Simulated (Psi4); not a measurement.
**C2H4B (SMILES B[C]=C): UB3LYP/cc-pVTZ-DK (sfX2C, sweep point 2)**

Aim: the vertical ionisation energy of C2H4B at UB3LYP/cc-pVTZ-DK (sfX2C, sweep point 2), from 2 runs. 

The results are computed with Psi4 1.11.

## Step 1: The structure to begin with

The species is C2H4B (7 atoms), meant as a doublet with charge 0. As SMILES, `B[C]=C`. The coordinates come from a GFN2-xTB relaxation.

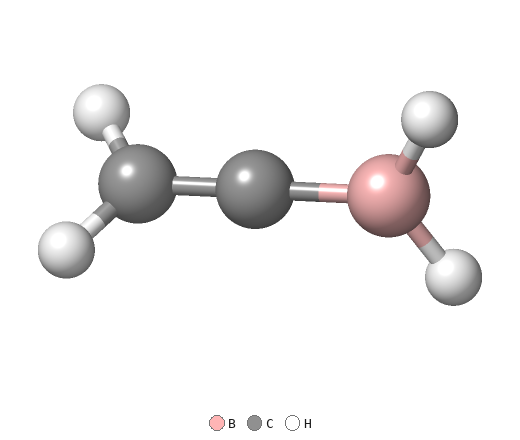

Viewed from a chosen angle; boron pink, carbon grey, hydrogen white.

## Step 2: A single-point energy at UB3LYP/cc-pVTZ-DK (sfX2C, sweep point 2)

c2h4b.in reads:

```
memory 1600 mb

molecule {
  0 2
  B     -2.03302406     0.80381390    -1.46223228
  C      0.10771439    -0.03868269     0.07471977
  C      1.98751945    -0.78495444     1.42988017
  H     -3.89731447    -0.39274178    -1.49721111
  H     -1.86924149     2.66712166    -2.64954720
  H      3.15302694    -2.39651288     0.93596245
  H      2.55131924     0.14193733     3.16842820
  units au
  symmetry c1
}

set globals {
  reference uks
  puream true
  scf_type pk
  dft_radial_points 99
  dft_spherical_points 590
  maxiter 150
  relativistic x2c
}

energy('b3lyp/cc-pVTZ-DK')
print_variables()
```

Launch:

```
$ psi4 -n 1 c2h4b.in c2h4b.out
```

c2h4b.out:

```text
[...]
  Running in c1 symmetry.
[...]
  Nuclear repulsion =   51.996406161948947
[...]
  Multiplicity = 2
[...]
  Nalpha       = 11
  Nbeta        = 10
[...]
    Number of basis functions: 146
[...]
    WARNING: The X2C and Dirac Hamiltonians have substatially different eigenvalues!
             This is probably caused by the recontraction of the basis set.
[...]
   @UKS iter   1:  -103.20195018115399   -5.22841e-01   4.53266e-03 ADIIS/DIIS
[...]
   @UKS iter  10:  -103.44889899165894   -9.80285e-08   3.02674e-07 DIIS
[...]
   @S^2 Observed:                7.540314086E-01
[...]
    Orbital Energies [Eh]
    ---------------------
    Alpha Occupied:
       1A    -10.217744     2A    -10.195519     3A     -6.741653
       4A     -0.792495     5A     -0.613317     6A     -0.506586
       7A     -0.467469     8A     -0.400374     9A     -0.376907
      10A     -0.291814    11A     -0.252037
    Alpha Virtual:
      12A     -0.031259    13A      0.006751    14A      0.047586
      15A      0.103339    16A      0.111081    17A      0.126189
      18A      0.144420    19A      0.167204    20A      0.191832
      21A      0.202650    22A      0.214414    23A      0.289948
      24A      0.344810    25A      0.349912    26A      0.362329
[...]
  @UKS Final Energy:  -103.44889899165894
   => Energetics <=
    Nuclear Repulsion Energy =             51.9964061619489470
    One-Electron Energy =                -239.9863744831195049
    Two-Electron Energy =                  97.7821636534928018
    DFT Exchange-Correlation Energy =     -13.2410943239811854
    Empirical Dispersion Energy =           0.0000000000000000
    VV10 Nonlocal Energy =                  0.0000000000000000
    Total Energy =                       -103.4488989916589361
[...]
 Multipole Moments:
 ------------------------------------------------------------------------------------
     Multipole            Electronic (a.u.)      Nuclear  (a.u.)        Total (a.u.)
 ------------------------------------------------------------------------------------
 L = 1.  Multiply by 2.5417464519 to convert [e a0] to [Debye]
 Dipole X            :         -0.4230728            0.8928541            0.4697813
 Dipole Y            :          0.1716314           -0.3573804           -0.1857490
 Dipole Z            :         -0.3059719            0.6443451            0.3383732
 Magnitude           :                                                    0.6080243
[...]
```

It took 44 s on 1 thread of AMD EPYC 7R43 (Zen 3), shared host; peak memory 1.2 GiB.

## Step 3: The singlet cation, same level

calc.in reads:

```
memory 1600 MB

molecule {
  1 1
  B     -2.03302406     0.80381390    -1.46223228
  C      0.10771439    -0.03868269     0.07471977
  C      1.98751945    -0.78495444     1.42988017
  H     -3.89731447    -0.39274178    -1.49721111
  H     -1.86924149     2.66712166    -2.64954720
  H      3.15302694    -2.39651288     0.93596245
  H      2.55131924     0.14193733     3.16842820
  units au
  symmetry c1
}

set basis cc-pVTZ-DK
set reference rks
set puream true
set scf_type pk
set dft_radial_points 99
set dft_spherical_points 590
set relativistic x2c

energy('b3lyp')
```

Launch:

```
$ psi4 -i calc.in -o calc.out -n 1
```

calc.out:

```text
[...]
  Running in c1 symmetry.
[...]
  Nuclear repulsion =   51.996406161948947
[...]
  Multiplicity = 1
[...]
  Nalpha       = 10
  Nbeta        = 10
[...]
    Number of basis functions: 146
[...]
    WARNING: The X2C and Dirac Hamiltonians have substatially different eigenvalues!
             This is probably caused by the recontraction of the basis set.
[...]
   @RKS iter   1:  -102.98717998466145   -3.08071e-01   3.34616e-03 ADIIS/DIIS
[...]
   @RKS iter   9:  -103.10313469627265   -6.47210e-08   2.90287e-07 DIIS
[...]
    Orbital Energies [Eh]
    ---------------------
    Doubly Occupied:
       1A    -10.539891     2A    -10.476095     3A     -7.015675
       4A     -1.070560     5A     -0.883407     6A     -0.771350
       7A     -0.723801     8A     -0.649983     9A     -0.630388
      10A     -0.550852
[...]
  @RKS Final Energy:  -103.10313469627265
   => Energetics <=
    Nuclear Repulsion Energy =             51.9964061619489470
    One-Electron Energy =                -234.2181918320027307
    Two-Electron Energy =                  92.1038330136817365
    DFT Exchange-Correlation Energy =     -12.9851820399006090
    Empirical Dispersion Energy =           0.0000000000000000
    VV10 Nonlocal Energy =                  0.0000000000000000
    Total Energy =                       -103.1031346962726474
[...]
 Multipole Moments:
 ------------------------------------------------------------------------------------
     Multipole            Electronic (a.u.)      Nuclear  (a.u.)        Total (a.u.)
 ------------------------------------------------------------------------------------
 L = 1.  Multiply by 2.5417464519 to convert [e a0] to [Debye]
 Dipole X            :         -0.4653496            0.8928541            0.4275045
 Dipole Y            :          0.1879438           -0.3573804           -0.1694366
 Dipole Z            :         -0.3357260            0.6443451            0.3086191
 Magnitude           :                                                    0.5538182
[...]
```

It took 27 s on 1 thread of AMD EPYC 7R43 (Zen 3), shared host; peak memory 1.2 GiB.

## Step 4: Summary of results

Level: UB3LYP/cc-pVTZ-DK (sfX2C, sweep point 2).

```
                                          quantity          value
                       doublet C2H4B: total energy  -103.44890 Eh
                      doublet C2H4B: dipole moment         1.55 D
 doublet C2H4B: HOMO energy (highest over α and β)       -6.86 eV
  doublet C2H4B: LUMO energy (lowest over α and β)       -3.82 eV
                               doublet C2H4B: ⟨S²⟩          0.754
                      singlet cation: total energy  -103.10313 Eh
                       singlet cation: HOMO energy      -14.99 eV
                       singlet cation: LUMO energy      -11.91 eV
                     singlet cation: HOMO–LUMO gap        3.08 eV
vertical ionisation energy (to the singlet cation)       9.409 eV
```

Removing an electron at fixed nuclei costs 9.41 eV (908 kJ/mol). Only the singlet of the ionised species was computed; a triplet could lie lower.
